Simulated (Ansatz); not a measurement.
# BN2H6O: nudged elastic band (part 1 of 2)

The run: nudged elastic band of BN2H6O, multiplicity 2. Method and program: UKS BHLYP/def2-mTZVP (Ansatz 0.2.0).

One setting was made poor on purpose. It belongs to a series of runs on one base structure; here: band between the two ends. Figures and captions count atoms from 1; the log counts them from 0 in places.

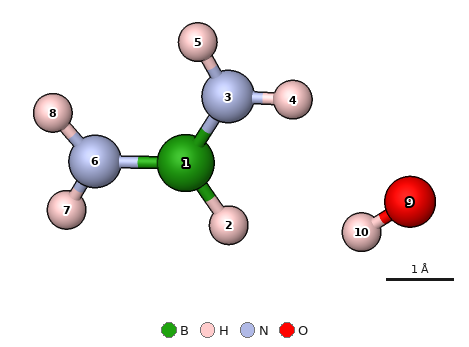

**Figure 1.** The structure as given in the input (ball-and-stick view, seen at a tilt; atoms are numbered from 1 in the order of the input). Bond lengths as drawn: B–H 1.19 Å, B–N 1.40 Å, H–N 1.00 Å and H–O 0.97 Å.

**The input**
```yaml
crystal:
  periodic: [false, false, false]
  atoms:
    - { symbol: B, position_ang: [-0.448691, -0.070106, -0.069786] }
    - { symbol: H, position_ang: [-0.903816, -0.364436, 0.993962] }
    - { symbol: "N", position_ang: [0.940213, 0.072514, -0.18471] }
    - { symbol: H, position_ang: [1.555032, -0.064887, 0.591587] }
    - { symbol: H, position_ang: [1.412708, 0.316549, -1.031808] }
    - { symbol: "N", position_ang: [-1.34909, 0.113655, -1.131296] }
    - { symbol: H, position_ang: [-2.334881, 0.005841, -1.020682] }
    - { symbol: H, position_ang: [-1.081731, 0.361418, -2.06261] }
    - { symbol: O, position_ang: [1.311453, -0.585206, 2.883289] }
    - { symbol: H, position_ang: [0.384404, -0.586442, 2.599154] }
magnetization:
  spin_polarized: true
  initial_magnetization: 1
basis:
  gaussian: { orbitals: def2-mTZVP }
hamiltonian:
  xc: { name: BHLYP }
neb:
  order_check: false
  images: 9
  f_tol: 0.5
  max_iterations: 60
  final_atoms:
    - { symbol: B, position_ang: [-0.52128657, 0.02034242, -0.34305224] }
    - { symbol: H, position_ang: [-0.11828618, -0.26511479, 2.18392328] }
    - { symbol: "N", position_ang: [0.86497244, 0.1012926, -0.33604744] }
    - { symbol: H, position_ang: [1.39468344, 0.00088239, 0.50734663] }
    - { symbol: H, position_ang: [1.42447558, 0.30521683, -1.14468079] }
    - { symbol: "N", position_ang: [-1.40821114, 0.15105498, -1.40984721] }
    - { symbol: H, position_ang: [-2.39799961, 0.08014325, -1.30471874] }
    - { symbol: H, position_ang: [-1.12533336, 0.33077442, -2.35666054] }
    - { symbol: O, position_ang: [0.69776417, -0.32914458, 2.68599672] }
    - { symbol: H, position_ang: [0.67482224, -1.19654751, 3.08484031] }
  initial_path:
    images:
      - { positions_ang: [[-0.448691, -0.070106, -0.069786], [-0.903816, -0.364436, 0.993962], [0.940213, 0.072514, -0.18471], [1.555032, -0.064887, 0.591587], [1.412708, 0.316549, -1.031808], [-1.34909, 0.113655, -1.131296], [-2.334881, 0.005841, -1.020682], [-1.081731, 0.361418, -2.06261], [1.311453, -0.585206, 2.883289], [0.384404, -0.586442, 2.599154]] }
      - { positions_ang: [[-0.35812406, -0.05585497, -0.05542488], [-0.7266727, -0.29555868, 1.08350795], [1.02375792, 0.05462658, -0.29826932], [1.6056876, -0.24011829, 0.27106702], [1.49685149, 0.43220665, -1.02744606], [-1.34441357, 0.09933187, -1.06365705], [-2.2706324, -0.1474943, -0.9599315], [-1.1748377, 0.46371015, -1.93269475], [1.04149547, -0.47603165, 2.85690989], [0.19248895, -0.63591736, 2.69303871]] }
      - { positions_ang: [[-0.26755712, -0.04160393, -0.04106376], [-0.54952941, -0.22668136, 1.17305389], [1.10730283, 0.03673915, -0.41182865], [1.6563432, -0.41534958, -0.04945297], [1.58099498, 0.54786429, -1.02308412], [-1.33973713, 0.08500875, -0.99601811], [-2.20638379, -0.30082961, -0.89918099], [-1.2679444, 0.5660023, -1.8027795], [0.77153793, -0.36685729, 2.83053079], [0.0005739, -0.68539272, 2.78692342]] }
      - { positions_ang: [[-0.17699018, -0.0273529, -0.02670264], [-0.37238611, -0.15780405, 1.26259984], [1.19084775, 0.01885173, -0.52538797], [1.70699881, -0.59058086, -0.36997295], [1.66513848, 0.66352194, -1.01872218], [-1.3350607, 0.07068562, -0.92837916], [-2.14213519, -0.45416491, -0.83843049], [-1.3610511, 0.66829445, -1.67286425], [0.5015804, -0.25768294, 2.80415168], [-0.19134114, -0.73486808, 2.88080813]] }
      - { positions_ang: [[-0.08642324, -0.01310186, -0.01234152], [-0.19524282, -0.08892673, 1.35214579], [1.27439266, 0.00096431, -0.6389473], [1.75765441, -0.76581215, -0.69049293], [1.74928197, 0.77917958, -1.01436024], [-1.33038426, 0.05636249, -0.86074022], [-2.07788659, -0.60750022, -0.77767998], [-1.45415781, 0.7705866, -1.542949], [0.23162287, -0.14850858, 2.77777257], [-0.38325619, -0.78434344, 2.97469284]] }
      - { positions_ang: [[0.0041437, 0.00114917, 0.0020196], [-0.01809952, -0.02004941, 1.44169173], [1.35793758, -0.01692311, -0.75250662], [1.80831001, -0.94104344, -1.01101291], [1.83342546, 0.89483723, -1.0099983], [-1.32570783, 0.04203937, -0.79310127], [-2.01363798, -0.76083552, -0.71692948], [-1.54726451, 0.87287875, -1.41303376], [-0.03833467, -0.03933423, 2.75139347], [-0.57517124, -0.8338188, 3.06857755]] }
      - { positions_ang: [[-0.10094236, 0.00498782, -0.06699477], [-0.03813685, -0.06906249, 1.59013804], [1.25934455, 0.00672003, -0.66921479], [1.7255847, -0.75265828, -0.707341], [1.75163548, 0.77691315, -1.0369348], [-1.34220849, 0.06384249, -0.91645046], [-2.09051031, -0.59263977, -0.83448733], [-1.46287828, 0.76445789, -1.60175911], [0.1088851, -0.0972963, 2.73831412], [-0.32517254, -0.90636454, 3.0718301]] }
      - { positions_ang: [[-0.20602841, 0.00882647, -0.13600914], [-0.05817418, -0.11807556, 1.73858435], [1.16075152, 0.03036317, -0.58592295], [1.64285938, -0.56427311, -0.40366909], [1.66984551, 0.65898907, -1.0638713], [-1.35870915, 0.08564561, -1.03979965], [-2.16738264, -0.42444401, -0.95204518], [-1.37849205, 0.65603702, -1.79048447], [0.25610487, -0.15525837, 2.72523477], [-0.07517385, -0.97891028, 3.07508266]] }
      - { positions_ang: [[-0.31111446, 0.01266512, -0.20502351], [-0.07821151, -0.16708864, 1.88703066], [1.0621585, 0.05400632, -0.50263111], [1.56013407, -0.37588795, -0.09999718], [1.58805553, 0.54106499, -1.09080779], [-1.37520982, 0.10744873, -1.16314884], [-2.24425496, -0.25624826, -1.06960303], [-1.29410582, 0.54761615, -1.97920983], [0.40332463, -0.21322044, 2.71215542], [0.17482485, -1.05145603, 3.07833521]] }
      - { positions_ang: [[-0.41620052, 0.01650377, -0.27403787], [-0.09824884, -0.21610172, 2.03547697], [0.96356547, 0.07764946, -0.41933928], [1.47740876, -0.18750278, 0.20367472], [1.50626556, 0.42314091, -1.11774429], [-1.39171048, 0.12925185, -1.28649803], [-2.32112729, -0.0880525, -1.18716088], [-1.20971959, 0.43919529, -2.16793519], [0.5505444, -0.27118251, 2.69907607], [0.42482354, -1.12400177, 3.08158776]] }
      - { positions_ang: [[-0.52128657, 0.02034242, -0.34305224], [-0.11828618, -0.26511479, 2.18392328], [0.86497244, 0.1012926, -0.33604744], [1.39468344, 0.00088239, 0.50734663], [1.42447558, 0.30521683, -1.14468079], [-1.40821114, 0.15105498, -1.40984721], [-2.39799961, 0.08014325, -1.30471874], [-1.12533336, 0.33077442, -2.35666054], [0.69776417, -0.32914458, 2.68599672], [0.67482224, -1.19654751, 3.08484031]] }
```

Hardware: 4 threads of Arm Neoverse V2, 24 GiB of memory available, shared host.

Launched with:
```bash
ansatz run input.yaml --threads 4 --pin off --max-ram 5120MiB --backend cpu --events-out ev --progress --plain --runs-dir out
```

**What the program printed**
```
Engine: ansatz 0.2.0, aarch64-unknown-linux-gnu
Functional definition: BHLYP
  parameter a = 0.5
  exchange = (1 - a)*b88_x + a*exact_x
  correlation = lyp_c
976 factors; integrals over basis functions are off by at most 6.5e-4 eV
mean field evaluation 1: about -5791.6104 eV, gradient 4.7e1 eV
mean field evaluation 2: about -5791.7880 eV, gradient 4.6e1 eV
mean field evaluation 4: about -5799.8485 eV, gradient 1.3e0 eV
mean field evaluation 8: about -5799.9444 eV, gradient 4.6e-2 eV
mean field evaluation 16: about -5799.9445 eV, gradient 1.0e-3 eV
mean field evaluation 32: about -5799.9169 eV, gradient 9.1e-2 eV
mean field -5799.94446699 eV, -213.1440278184 hartree, gradient 1.9e-7 eV, S^2 0.753200; 2 other end points of the search recorded, 0 dependent functions left out
the calculation of the forces begins
reference -5799.94462860 eV, -213.1440337574 hartree; 17, 16 occupied and 82, 83 virtual orbitals, 976 factors
976 factors; integrals over basis functions are off by at most 8.6e-4 eV
mean field -5800.15269690 eV, -213.1516801265 hartree, gradient 6.5e-5 eV, S^2 0.751906; 0 other end points of the search recorded, 0 dependent functions left out
[... from here on the field's lines of each further geometry are left out, up to the last ...]
NEB iter   1: max|band force component| = 1.657e1 eV/Å  barrier→ = 3.5700 eV  barrier← = 3.7783 eV  Δτ_max = 0.2000 Å  (700 SCF iters)
NEB iter   2: max|band force component| = 2.491e0 eV/Å  barrier→ = 1.9202 eV  barrier← = 2.1284 eV  Δτ_max = 0.2000 Å  (482 SCF iters)
NEB iter   3: max|band force component| = 1.453e0 eV/Å  barrier→ = 1.2667 eV  barrier← = 1.4749 eV  Δτ_max = 0.1970 Å  (461 SCF iters)
NEB iter   4: max|band force component| = 1.783e0 eV/Å  barrier→ = 0.9533 eV  barrier← = 1.1615 eV  Δτ_max = 0.1013 Å  (506 SCF iters)
NEB iter   5: max|band force component| = 1.126e0 eV/Å  barrier→ = 0.8269 eV  barrier← = 1.0351 eV  Δτ_max = 0.1020 Å  (497 SCF iters)
NEB iter   6: max|band force component| = 1.019e0 eV/Å  barrier→ = 0.7021 eV  barrier← = 0.9103 eV  Δτ_max = 0.1019 Å  (513 SCF iters)
NEB iter   7: max|band force component| = 6.091e-1 eV/Å  barrier→ = 0.5897 eV  barrier← = 0.7979 eV  Δτ_max = 0.1015 Å  (488 SCF iters)
NEB iter   8: max|band force component| = 6.873e-1 eV/Å  barrier→ = 0.4994 eV  barrier← = 0.7076 eV  Δτ_max = 0.1016 Å  (565 SCF iters)
NEB iter   9: max|band force component| = 8.172e-1 eV/Å  barrier→ = 0.4063 eV  barrier← = 0.6145 eV  Δτ_max = 0.1002 Å  (570 SCF iters)
NEB iter  10: max|band force component| = 7.950e-1 eV/Å  barrier→ = 0.3186 eV  barrier← = 0.5268 eV  Δτ_max = 0.1010 Å  (602 SCF iters)
NEB iter  11: max|band force component| = 7.302e-1 eV/Å  barrier→ = 0.2417 eV  barrier← = 0.4499 eV  Δτ_max = 0.2000 Å  (589 SCF iters)
NEB iter  12: max|band force component| = 6.759e-1 eV/Å  barrier→ = 0.3223 eV  barrier← = 0.5305 eV  Δτ_max = 0.2000 Å  (640 SCF iters)
NEB iter  13: max|band force component| = 8.219e-1 eV/Å  barrier→ = 0.6015 eV  barrier← = 0.8097 eV  Δτ_max = 0.1014 Å  (605 SCF iters)
NEB iter  14: max|band force component| = 1.737e0 eV/Å  barrier→ = 0.6164 eV  barrier← = 0.8246 eV  Δτ_max = 0.0510 Å  (591 SCF iters)
NEB iter  15: max|band force component| = 1.012e0 eV/Å  barrier→ = 0.6622 eV  barrier← = 0.8704 eV  Δτ_max = 0.1005 Å  (656 SCF iters)
NEB iter  16: max|band force component| = 5.030e-1 eV/Å  barrier→ = 0.6455 eV  barrier← = 0.8538 eV  Δτ_max = 0.1965 Å  (610 SCF iters)
NEB iter  17: max|band force component| = 2.461e0 eV/Å  barrier→ = 0.6912 eV  barrier← = 0.8994 eV  Δτ_max = 0.0999 Å  (586 SCF iters)
NEB iter  18: max|band force component| = 5.722e-1 eV/Å  barrier→ = 0.4622 eV  barrier← = 0.6704 eV  Δτ_max = 0.2000 Å  (587 SCF iters)
NEB iter  19: max|band force component| = 2.277e0 eV/Å  barrier→ = 0.4332 eV  barrier← = 0.6414 eV  Δτ_max = 0.1003 Å  (668 SCF iters)
NEB iter  20: max|band force component| = 8.574e-1 eV/Å  barrier→ = 0.2673 eV  barrier← = 0.4755 eV  Δτ_max = 0.1988 Å  (600 SCF iters)
the calculation of the forces begins
reference -5800.13130913 eV, -213.1508941402 hartree; 17, 16 occupied and 82, 83 virtual orbitals, 976 factors
976 factors; integrals over basis functions are off by at most 6.6e-4 eV
mean field evaluation 2560: about -5799.7572 eV, gradient 5.5e-2 eV
mean field -5799.75724243 eV, -213.1371474426 hartree, gradient 8.3e-6 eV, S^2 0.754420; 3 other end points of the search recorded, 0 dependent functions left out
the calculation of the forces begins
reference -5799.75740850 eV, -213.1371535455 hartree; 17, 16 occupied and 82, 83 virtual orbitals, 976 factors
NEB iter  21: max|band force component| = 4.003e-1 eV/Å  barrier→ = 0.1872 eV  barrier← = 0.3955 eV  CI = image 5  Δτ_max = 0.0000 Å  (1203 SCF iters)
```
